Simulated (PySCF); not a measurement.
Input

```
{"job": {"kind": "inter", "xc": "wB97M-D3(BJ)", "basis": "def2-TZVPD", "pairs": false}, "charge": 2, "multiplicity": 1, "parts": [{"atoms": "0-0", "charge": 2, "multiplicity": 1}, {"atoms": "1-3", "charge": 0, "multiplicity": 1}]}
Mg    -0.203215     0.251188    -0.133834
O     -1.110004    -0.299690    -1.723689
H     -1.635763     0.259695    -2.327927
H     -1.144900    -1.200940    -2.099042
```

Launched as:

```sh
OMP_NUM_THREADS=1 python cluster_run.py task.json out
```

Geometry: PBE0-D3(BJ)/def2-TZVPD.

The calculation used wB97M-D3(BJ)/def2-TZVPD, SCF density, gas phase (PySCF 2.14.0).

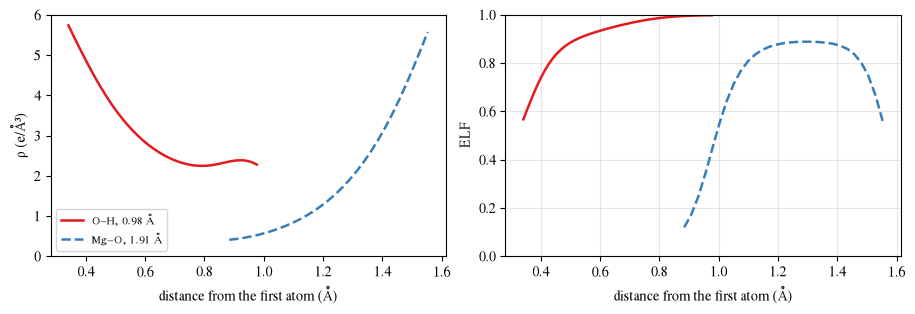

H2MgO (charge +2). Total electron density and ELF along straight lines between neighbouring atoms. The curves leave out the atomic cores.

Question: What kind of bonding do the profiles show?

Answer: O–H (0.98 Å): ρ is about 3.8 e/Å³ halfway; the ELF climbs to about 1 towards the hydrogen, as it does in any bond to H; a covalent bond by its length.
Mg–O (1.91 Å): ρ at the midpoint is about 0.49 e/Å³; the ELF peaks at about 0.90 in the valence shell of O, 0.6 Å from its nucleus, and is about 0.35 at the midpoint (a closed-shell, largely ionic contact).
